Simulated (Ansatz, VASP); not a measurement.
## Cross-check of BAs between VASP and Ansatz

One calculation is typed for both programs; each brings its own data sets. How far apart do they land? Valence electrons are named where the data sets of a main pair hold unlike numbers.

Main program and level: Ansatz 0.2.0; plane waves, with VASP 6.6.1 beside it; band structure at PBE.

### Step 1. Set-up

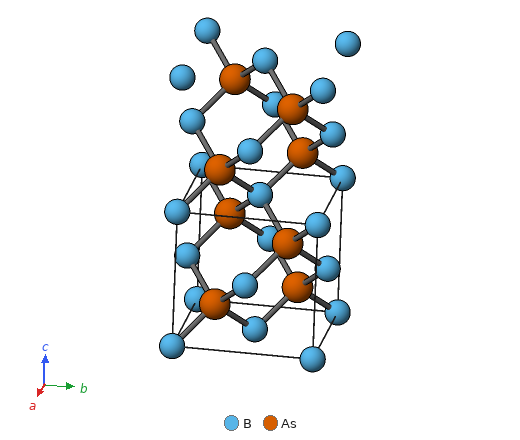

Start, viewed slightly off an axis; boron blue, arsenic orange. 1×1×2 cells are drawn. This picture shows the conventional cell, with its axes. Bonds to atoms that aren't drawn are left out. Some periodic images of atoms are drawn too.

Coordinates:

```cif
data_structure
_symmetry_space_group_name_H-M 'F-43m'
_symmetry_Int_Tables_number 216
_cell_length_a 4.7770
_cell_length_b 4.7770
_cell_length_c 4.7770
_cell_angle_alpha 90.000
_cell_angle_beta 90.000
_cell_angle_gamma 90.000
_cell_volume 109.01
loop_
_atom_site_label
_atom_site_type_symbol
_atom_site_symmetry_multiplicity
_atom_site_Wyckoff_symbol
_atom_site_fract_x
_atom_site_fract_y
_atom_site_fract_z
_atom_site_occupancy
B1 B 4 a 0.00000 0.00000 0.00000 1
As1 As 4 d 0.25000 0.25000 0.75000 1
```

### Step 2. Ansatz: band structure, PBE

Ansatz runs on its default PAW (the set named soft_2) files.

The same path points are solved in both programs, so levels can be compared one by one.

input.yaml reads:

```yaml
crystal:
  lattice:
    - [0.0, 2.3885, 2.3885]
    - [2.3885, 0.0, 2.3885]
    - [2.3885, 2.3885, 0.0]
  atoms:
    - { symbol: B, position: [0.0, 0.0, 0.0] }
    - { symbol: As, position: [0.25, 0.25, 0.25] }
hamiltonian:
  xc: pbe
  pseudopotentials: { kind: paw }
kpoints:
  mp_grid: { grid: [4, 4, 4] }
  band_path:
    path:
      - [0.0, 0.0, 0.0]
      - [0.18182, 0.0, 0.18182]
      - [0.36364, 0.0, 0.36364]
      - [0.40909, 0.0, 0.40909]
      - [0.5, 0.0, 0.5]
      - [0.5, 0.09091, 0.59091]
      - [0.5, 0.18182, 0.68182]
      - [0.5, 0.25, 0.75]
      - [0.45455, 0.29545, 0.75]
      - [0.40909, 0.34091, 0.75]
      - [0.375, 0.375, 0.75]
      - [0.20455, 0.20455, 0.40909]
      - [0.06818, 0.06818, 0.13636]
      - [0.04545, 0.04545, 0.04545]
      - [0.22727, 0.22727, 0.22727]
      - [0.40909, 0.40909, 0.40909]
      - [0.51136, 0.47727, 0.51136]
      - [0.55682, 0.38636, 0.55682]
      - [0.60227, 0.29545, 0.60227]
      - [0.61364, 0.25, 0.63636]
      - [0.56818, 0.25, 0.68182]
      - [0.51136, 0.25, 0.73864]
      - [0.5, 0.29545, 0.70455]
      - [0.5, 0.38636, 0.61364]
      - [0.5, 0.47727, 0.52273]
      - [0.47727, 0.47727, 0.54545]
      - [0.43182, 0.43182, 0.63636]
      - [0.38636, 0.38636, 0.72727]
      - [0.60227, 0.20455, 0.60227]
      - [0.55682, 0.11364, 0.55682]
      - [0.5, 0.0, 0.5]
    npoints: 1
scf:
  occupations: { method: gaussian, width: 0.01 }
  n_extra_bands: 7
output:
  forces: true
  stress: true
  eigenvalues: true
  write_density: true
  write_potential: true
  elf: true
  volumetric_format: npy
```

Command:

```
$ ansatz run input.yaml --threads 2 --pin off --max-ram 4608MiB --backend cpu --events-out ev --progress --plain --runs-dir out
```

Numbers of over 12 decimals in the logs are rounded to 6 here.

Output:

```text
scf.n_extra_bands = 7 over 9 filled bands (N_el = 18.0): the run solves 16 bands
Engine: ansatz 0.2.0, x86_64-unknown-linux-gnu
Pseudopotentials: kind: paw
Pseudopotential: B, paw, valence charge 3, recommended cutoff 420 eV (normal), B.paw.azcp
Pseudopotential: As, paw, valence charge 15, recommended cutoff 420 eV (normal), As.paw.azcp
Functional definition: PBE
  parameter kappa = 0.804
  parameter beta = 0.066725
  exchange = pbe_x(kappa = kappa, mu = beta*pi^2/3)
  correlation = pbe_c(beta = beta)
Crystal: 2 atoms, lattice volume = 27.252 Å³
Basis set: ecut = 420 eV, 531 PW (Γ), exchange–correlation on 48×48×48 points (8 copies of the dense FFT grid, shifted against one another)
Bands: 16, of which v1, the nominal top of the filled ones, is band 9 counted from 1 (8 counted from 0)
Symmetry: 24 space group operations
Space group: F-43m (ITA 216), of the structure as read, at distance tolerance 3.0e-5 Å
k-points: 8 of 64 (time reversal used)
Non-local potential: B, projectors of the file, l = 0: 2, l = 1: 2, l = 2: 1
Non-local potential: As, projectors of the file, l = 0: 2, l = 1: 2, l = 2: 3, l = 3: 1
PAW form: soft (Blöchl's): semilocal exchange-correlation on the pseudo side does not see the compensation charge
PAW one-centre angular grid: B, 110 points (default); XC on 64 Gauss nodes
PAW one-centre angular grid: As, 590 points (default); XC on 64 Gauss nodes
Initial density: superposition of atomic densities (neutral atoms: chi_scale 0, normalization atom), corrected by the library's trained network
Initial wavefunctions: pseudopotential atomic-orbital guess
Functional: x = pbe(κ = 0.804, μ = 0.219515), c = pbe(β = 0.066725)
SCF iter   1: F=—  HF=-5011.922527 eV  |F-HF|=—  |Δ(HF+E_count)|=         —  Δρ=2.35e-3  dr2=1.86e-3  ethr=1.77e-3  ⟨swp⟩=6.0  Hψ=696  notcnv=0
preconditioner: auto → none  [insulator: Δε(μ)=1.443 eV  Ē_g=15.662 eV  σ=0.010 eV  W_gap=1.00  n_scr=8 (ndim 8)  ℏωp=20.1 eV  f_vac=0.001  D(μ)=0.00/eV (n_scr^D=0)  ε∞_Penn≈2.7]
SCF iter   2: F=—  HF=-5011.922136 eV  |F-HF|=—  |Δ(HF+E_count)|=   3.92e-4  Δρ=1.19e-3  dr2=4.36e-4  ethr=1.03e-5  ⟨swp⟩=2.1  Hψ=249  notcnv=0  defer=20
SCF iter   3: F=—  HF=-5011.922144 eV  |F-HF|=—  |Δ(HF+E_count)|=   7.61e-6  Δρ=2.36e-4  dr2=2.10e-5  ethr=2.42e-6  ⟨swp⟩=2.5  Hψ=210  notcnv=0  defer=20
SCF iter   4: F=—  HF=-5011.922123 eV  |F-HF|=—  |Δ(HF+E_count)|=   2.05e-5  Δρ=1.02e-4  dr2=2.93e-6  ethr=1.17e-7  ⟨swp⟩=2.0  Hψ=180  notcnv=0  defer=20
iter 5 did not close the SCF: its close was put off for the readings that it lacked (scf_convergence_deferred on its scf_iter line)
SCF iter   5: F=-5011.922123 eV  HF=-5011.922123 eV  |F-HF|=8.17e-8  |Δ(HF+E_count)|=   1.87e-7  Δρ=1.67e-5  dr2=5.71e-8  ethr=1.63e-8  ⟨swp⟩=2.6  Hψ=177  notcnv=0  defer=20
SCF iter   6: F=-5011.922123 eV  HF=-5011.922123 eV  |F-HF|=7.59e-9  |Δ(HF+E_count)|=   1.02e-7  Δρ=4.46e-6  dr2=6.75e-9  ethr=3.17e-10  ⟨swp⟩=8.0  Hψ=740  notcnv=0
SCF 1 converged in 6 iterations: F = -5011.922123 eV  dr2 = 6.75e-9
  greatest PAW one-centre occupation: 0.999 electrons in one spin orbital (limit 2), on the As atom at site 1 (counted from 0), in its partial waves of l = 2
NSCF: frozen V_eff on 31 k-points
SCF converged after 6 iterations
Free energy (F): -5011.922123 eV
Harris-Foulkes:  -5011.922123 eV  (|F-HF|=7.59e-9)
Internal energy: -5011.922123 eV  (E = F + TS)
E sigma→0 (E₀):  -5011.922123 eV
Fermi energy:    11.876135 eV
--- Per-component energies (eV) ---
  E_band       = -209.399157
  E_kinetic    = 152.838597
  E_local      = -1694.949794  (includes V_loc(G=0)·N_el)
  E_nonlocal   = -657.978888
  E_hartree    = 940.832497
  E_xc         = -111.461866
  E_vxc        = -117.709504  (∫ρ·V_xc dr)
  E_paw        = -1915.427678  (= ΣΔE_a)
  E_vpaw       = 226.732998  (= ΣTr[D̂ρ^β])
  E_aug_tail   = 0.000007  (compensation charges beyond the density's cutoff)
  E_ewald      = -1725.774997
  E_smearing   = -0.000000  (= −TS)
  E_closure    = 0.000000  (closes the sum)
  Σ components = -5011.922123   (vs F -5011.922123, Δ=0.00e0)
--- Forces (eV/Å), atoms counted from 1 ---
  atom   1  B      0.00000000    -0.00000000    -0.00000000
  atom   2  As    -0.00000000    -0.00000000     0.00000000
  max |Σ_I F_I| component: 5.92e-16 eV/Å
--- Stress (GPa, compression-positive) ---
        3.368929       0.000000      -0.000000
        0.000000       3.368929       0.000000
       -0.000000       0.000000       3.368929
  P = ⅓ Tr σ = 3.3689 GPa (33.689 kbar)
--- Band table (eV; the first three rows and the last of 8) ---
  k-point 0: bands = [... 5 lower, -4.2502, 11.1650, 11.1650, 11.1650, 14.4294, 14.4294, 14.4294, 15.8417, ... 3 higher]
  k-point 1: bands = [... 5 lower, -3.2481, 6.2221, 10.0135, 10.0135, 14.2240, 15.8104, 15.8104, 19.0706, ... 3 higher]
  k-point 2: bands = [... 5 lower, -1.3782, 2.3752, 9.3407, 9.3407, 13.8497, 15.9414, 15.9414, 20.0424, ... 3 higher]
  k-point 7: bands = [... 5 lower, 0.0929, 3.1083, 5.6692, 5.9669, 16.4228, 17.1040, 17.9664, 18.1978, ... 3 higher]
```

The job ended after 1.8 s (2 threads of Intel Xeon Platinum 8375C at 2.90GHz (Ice Lake), shared host; peak memory 0.33 GiB; 1.1 s of CPU time).

Reading the cycles: dr2 is the Hartree energy of the density residual (eV), the measure of convergence; HF is the Harris–Foulkes estimate of the energy, which meets the free energy F at convergence.

### Step 3. VASP: band structure, PBE

The same cell, functional, mesh and smearing now go to VASP, with its own data sets.

Lines of VASP's logs that name or quote its potential files are left out, and so is its time.

INCAR reads:

```
SYSTEM = BAs
PREC = Accurate
ENCUT = 340
EDIFF = 1E-08
NELM = 100
ISMEAR = 0
SIGMA = 0.01
LREAL = .FALSE.
ALGO = Normal
GGA = PE
NBANDS = 10
LORBIT = 11
LWAVE = .TRUE.
LCHARG = .FALSE.
KPAR = 8
```

POSCAR reads:

```
BAs
1.0
    0.0000000000      2.3885000000      2.3885000000
    2.3885000000      0.0000000000      2.3885000000
    2.3885000000      2.3885000000      0.0000000000
B As
1 1
Direct
    0.0000000000      0.0000000000      0.0000000000
    0.2500000000      0.2500000000      0.2500000000
```

KPOINTS reads:

```
Automatic mesh
0
Gamma
4 4 4
0 0 0
```

KPOINTS_OPT reads:

```
Line mode
12
Line-mode
Reciprocal
  0.00000000   0.00000000   0.00000000 GAMMA
  0.50000000   0.00000000   0.50000000 X

  0.50000000   0.00000000   0.50000000 X
  0.50000000   0.25000000   0.75000000 W

  0.50000000   0.25000000   0.75000000 W
  0.37500000   0.37500000   0.75000000 K

  0.37500000   0.37500000   0.75000000 K
  0.00000000   0.00000000   0.00000000 GAMMA

  0.00000000   0.00000000   0.00000000 GAMMA
  0.50000000   0.50000000   0.50000000 L

  0.50000000   0.50000000   0.50000000 L
  0.62500000   0.25000000   0.62500000 U

  0.62500000   0.25000000   0.62500000 U
  0.50000000   0.25000000   0.75000000 W

  0.50000000   0.25000000   0.75000000 W
  0.50000000   0.50000000   0.50000000 L

  0.50000000   0.50000000   0.50000000 L
  0.37500000   0.37500000   0.75000000 K

  0.62500000   0.25000000   0.62500000 U
  0.50000000   0.00000000   0.50000000 X
```

Potentials, in the order of the species: B_GW and As_GW (PBE family, release 64).

Command:

```
$ mpirun -np 8 vasp_std
```

Output:

```text
[banner, memory and clock lines left out]
running    8 mpi-ranks, on    1 nodes
 distrk:  each k-point on    1 cores,    8 groups
 distr:  one band on    1 cores,    1 groups

 POSCAR found type information on POSCAR B As
 POSCAR found :  2 types and       2 ions
|                                                                             |
|           W    W    AA    RRRRR   N    N  II  N    N   GGGG   !!!           |
|           W    W   A  A   R    R  NN   N  II  NN   N  G    G  !!!           |
|           W    W  A    A  R    R  N N  N  II  N N  N  G       !!!           |
|           W WW W  AAAAAA  RRRRR   N  N N  II  N  N N  G  GGG   !            |
|           WW  WW  A    A  R   R   N   NN  II  N   NN  G    G                |
|           W    W  A    A  R    R  N    N  II  N    N   GGGG   !!!           |
|                                                                             |
|     For optimal performance we recommend to set                             |
|       NCORE = 2 up to number-of-cores-per-socket                            |
|     NCORE specifies how many cores store one orbital (NPAR=cpu/NCORE).      |
|     This setting can greatly improve the performance of VASP for DFT.       |
|     The default, NCORE=1 might be grossly inefficient on modern             |
|     multi-core architectures or massively parallel machines. Do your        |
|     Unfortunately you need to use the default for GW and RPA                |
|     calculations (for HF NCORE is supported but not extensively tested      |
|     yet).                                                                   |
|                                                                             |

 LDA part: xc-table for (Slater+PW92), standard interpolation
 POSCAR, INCAR and KPOINTS ok, starting setup
 FFT: planning ... GRIDC
 FFT: planning ... GRID_SOFT
 FFT: planning ... GRID
 WAVECAR not read
 entering main loop
       N       E                     dE             d eps       ncg     rms          rms(c)
DAV:   1     0.118093416752E+02    0.11809E+02   -0.31488E+03   160   0.562E+02
DAV:   2    -0.113920672409E+02   -0.23201E+02   -0.21390E+02   254   0.115E+02
DAV:   3    -0.119181062803E+02   -0.52604E+00   -0.52557E+00   196   0.150E+01
DAV:   4    -0.119212718738E+02   -0.31656E-02   -0.31654E-02   230   0.146E+00
DAV:   5    -0.119212811245E+02   -0.92507E-05   -0.92505E-05   190   0.550E-02    0.412E+00
DAV:   6    -0.112900356098E+02    0.63125E+00   -0.18749E+00   234   0.709E+00    0.175E+00
DAV:   7    -0.112282848365E+02    0.61751E-01   -0.18252E-01   210   0.237E+00    0.773E-01
DAV:   8    -0.112205996809E+02    0.76852E-02   -0.23284E-02   182   0.965E-01    0.827E-02
DAV:   9    -0.112210376481E+02   -0.43797E-03   -0.78054E-04   196   0.177E-01    0.454E-02
DAV:  10    -0.112212088527E+02   -0.17120E-03   -0.25186E-04   188   0.111E-01    0.948E-03
DAV:  11    -0.112212076859E+02    0.11668E-05   -0.97799E-06   188   0.179E-02    0.446E-03
DAV:  12    -0.112212085152E+02   -0.82930E-06   -0.26217E-06   190   0.109E-02    0.669E-04
DAV:  13    -0.112212085030E+02    0.12168E-07   -0.74807E-08   190   0.190E-03    0.328E-04
DAV:  14    -0.112212086483E+02   -0.14530E-06   -0.14364E-08   162   0.657E-04    0.763E-05
DAV:  15    -0.112212086293E+02    0.19018E-07   -0.14090E-09   116   0.255E-04    0.298E-05
DAV:  16    -0.112212086096E+02    0.19716E-07   -0.22521E-10   110   0.112E-04    0.638E-06
DAV:  17    -0.112212086120E+02   -0.24230E-08   -0.14865E-11   110   0.354E-05
   1 F= -.11221209E+02 E0= -.11221209E+02  d E =-.239161E-50
 Start KPOINTS_OPT (optional k-point list driver)
k-point batch [1-8\120]
       N       E                     dE             ncg
DAV:   1     0.259353676134E+03   -0.27811E+03      160
DAV:   2     0.785218575335E+02   -0.18083E+03      260
DAV:   3     0.729185534242E+02   -0.56033E+01      184
DAV:   4     0.728737789268E+02   -0.44774E-01      206
DAV:   5     0.728729521824E+02   -0.82674E-03      186
DAV:   6     0.728729301903E+02   -0.21992E-04      228
DAV:   7     0.728729295247E+02   -0.66554E-06      188
DAV:   8     0.728729294944E+02   -0.30331E-07      190
DAV:   9     0.728729294925E+02   -0.18751E-08      126
[...]
k-point batch [113-120\120]
       N       E                     dE             ncg
DAV:   1     0.958146244817E+02   -0.20385E+04      160
DAV:   2    -0.528574356342E+02   -0.14867E+03      268
DAV:   3    -0.548791270244E+02   -0.20217E+01      220
DAV:   4    -0.548838529911E+02   -0.47260E-02      236
DAV:   5    -0.548838844042E+02   -0.31413E-04      222
DAV:   6    -0.548838844728E+02   -0.68601E-07      220
DAV:   7    -0.548838844737E+02   -0.96402E-09      232
 writing wavefunctions
```

Parts of OUTCAR (step 3):

```text
ion  position               nearest neighbor table
   1  0.000  0.000  0.000-   2 2.07   2 2.07   2 2.07   2 2.07
   2  0.250  0.250  0.250-   1 2.07   1 2.07   1 2.07   1 2.07

  LATTYP: Found a face centered cubic cell.
 ALAT       =     4.7770000000

 Subroutine GETGRP returns: Found 24 space group operations
 (whereof 24 operations were pure point group operations)

The static configuration has the point symmetry T_d .

 Found      8 irreducible k-points:

   k-points           NKPTS =      8   k-points in BZ     NKDIM =      8   number of bands    NBANDS=     10

   dimension x,y,z NGX =    20 NGY =   20 NGZ =   20
   dimension x,y,z NGXF=    40 NGYF=   40 NGZF=   40

   ENCUT  =  340.0 eV  24.99 Ry    5.00 a.u.   5.08  5.08  5.08*2*pi/ulx,y,z

   NELECT =       8.0000    total number of electrons

 k-points in reciprocal lattice and weights: Automatic mesh
   0.00000000  0.00000000  0.00000000       0.016
   0.25000000  0.00000000  0.00000000       0.125
   0.50000000  0.00000000  0.00000000       0.062
   0.25000000  0.25000000  0.00000000       0.094
   0.50000000  0.25000000  0.00000000       0.375
  -0.25000000  0.25000000  0.00000000       0.188
   0.50000000  0.50000000  0.00000000       0.047
  -0.25000000  0.50000000  0.25000000       0.094

 average (electrostatic) potential at core
       1 -26.6777       2 -48.6973

 E-fermi :   6.3123

 k-point     1 :       0.0000    0.0000    0.0000
  band No.  band energies     occupation
      1      -9.2128      2.00000
      2       6.2082      2.00000
      3       6.2082      2.00000
      4       6.2082      2.00000
      5       9.4600      0.00000
      6       9.4600      0.00000
      7       9.4600      0.00000
      8      10.8657      0.00000
      9      15.7677      0.00000
    ...

 k-point     2 :       0.2500    0.0000    0.0000
  band No.  band energies     occupation
      1      -8.2101      2.00000
      2       1.2568      2.00000
      3       5.0546      2.00000
      4       5.0546      2.00000
      5       9.2513      0.00000
      6      10.8380      0.00000
      7      10.8380      0.00000
      8      14.0956      0.00000
      9      17.4094      0.00000
    ...

 k-point     3 :       0.5000    0.0000    0.0000
  band No.  band energies     occupation
      1      -6.3374      2.00000
      2      -2.5969      2.00000
      3       4.3806      2.00000
      4       4.3806      2.00000
      5       8.8770      0.00000
      6      10.9633      0.00000
      7      10.9633      0.00000
      8      15.0601      0.00000
      9      18.9166      0.00000
    ...

  Total        0.5942043      0.5942043      0.5942043      0.0000000      0.0000000      0.0000000
  in kB       34.9333821     34.9333821     34.9333821      0.0000000      0.0000000      0.0000000
  external PRESSURE =      34.9333821 kB  Pullay stress =       0.0000000 kB

  energy-cutoff  :      340.00
  volume of cell :       27.25
      direct lattice vectors                 reciprocal lattice vectors
     0.000000000  2.388500000  2.388500000    -0.209336404  0.209336404  0.209336404
     2.388500000  0.000000000  2.388500000     0.209336404 -0.209336404  0.209336404
     2.388500000  2.388500000  0.000000000     0.209336404  0.209336404 -0.209336404

 POSITION                                       TOTAL-FORCE (eV/Angst)
 -----------------------------------------------------------------------------------
      0.00000      0.00000      0.00000         0.000000     -0.000000      0.000000
      1.19425      1.19425      1.19425        -0.000000      0.000000     -0.000000
 -----------------------------------------------------------------------------------
    total drift:                                0.000001      0.000001      0.000000

  FREE ENERGIE OF THE ION-ELECTRON SYSTEM (eV)
  ---------------------------------------------------
  free  energy   TOTEN  =       -11.2212086120 eV

  energy  without entropy=      -11.2212086120  energy(sigma->0) =      -11.22120861

 total charge
# of ion       s       p       d       tot
------------------------------------------
    1        0.621   1.142   0.000   1.763
    2        1.141   1.644   0.086   2.871
--------------------------------------------------
tot          1.762   2.786   0.086   4.635

[... 3 further parts left out ...]
```

The run ends at a pressure of 3.49 GPa.

### Step 4. Comparison

Known differences besides the potentials themselves: the data sets hold 18 valence electrons in Ansatz (on its default PAW (the set named soft_2) files) and 8 in VASP; the cutoff is 420 eV in Ansatz and 340 eV in VASP; VASP leaves aspherical gradient terms in its spheres out (LASPH is not set), Ansatz keeps them. Total energies have different zeros and are not compared.

Compared:

```
                     quantity  Ansatz   VASP  difference
gap over the path points (eV)   1.172  1.156      +0.016
```

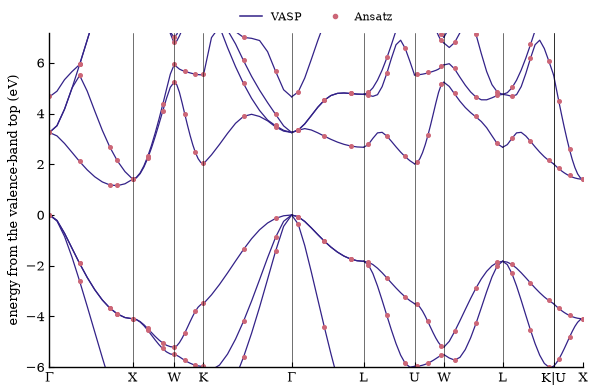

Bands from VASP (lines) and levels from Ansatz (dots). Dots without a line are higher empty bands that the VASP plot leaves out.

Levels at points of the path, from each program's valence-band top (eV; 3 filled, then empty):

```
k (reciprocal lattice)                             Ansatz                               VASP
     0.000 0.000 0.000      0.00 0.00 0.00 3.26 3.26 3.26      0.00 0.00 0.00 3.25 3.25 3.25
     0.182 0.000 0.182   -2.61 -1.91 -1.91 2.12 5.52 5.95   -2.61 -1.91 -1.91 2.10 5.50 5.93
     0.364 0.000 0.364   -6.59 -3.67 -3.67 1.20 2.69 9.76   -6.60 -3.67 -3.67 1.18 2.67 9.72
     0.409 0.000 0.409  -7.49 -3.90 -3.90 1.17 2.15 10.56  -7.50 -3.90 -3.90 1.16 2.13 10.53
     0.500 0.000 0.500  -8.53 -4.08 -4.08 1.42 1.44 11.39  -8.54 -4.09 -4.09 1.40 1.42 11.35
     0.500 0.091 0.591  -8.41 -4.53 -4.47 2.25 2.31 10.44  -8.43 -4.54 -4.47 2.23 2.30 10.40
     0.500 0.182 0.682   -8.16 -5.26 -5.04 4.12 4.38 8.27   -8.18 -5.27 -5.05 4.10 4.36 8.24
     0.500 0.250 0.750   -8.06 -5.50 -5.20 5.26 5.94 6.80   -8.07 -5.51 -5.21 5.23 5.92 6.78
     0.455 0.295 0.750   -8.08 -5.72 -4.64 4.00 5.69 7.59   -8.09 -5.73 -4.65 3.98 5.66 7.57
     0.409 0.341 0.750   -8.13 -5.91 -3.78 2.47 5.57 8.72   -8.14 -5.92 -3.79 2.46 5.55 8.69
```

Among the levels compared at these points, filled levels agree within 18 meV and empty ones within 41 meV. Not compared: the pressure (VASP's GW data sets at this cutoff don't carry it).

### Step 5. Outcome

* largest difference of a filled level at the path points (band structure, PBE): 18 meV

What this shows: The largest difference of a filled level at the path points is 18 meV (band structure, PBE), within the 80 meV picked in this series as the mark of a large difference. The data sets hold unlike numbers of valence electrons (18 in Ansatz and 8 in VASP), so part of the differences comes from the potentials. Such differences can come from data sets, numerical settings and the points named under the comparisons, not from the functional's error against experiment.

[Lines on the potential files, build, host, timing and source positions are cut from VASP's logs without a mark.]

[Logs are printed without paths, hosts, clocks, repeated set-up lines and the standing remarks that a program may print on its own settings, such as how far it seeks lower states.]

[Hosts, paths, dates, database ids (printed as entryN), source tags and the programs' standing remarks are cut or masked in the printed files.]
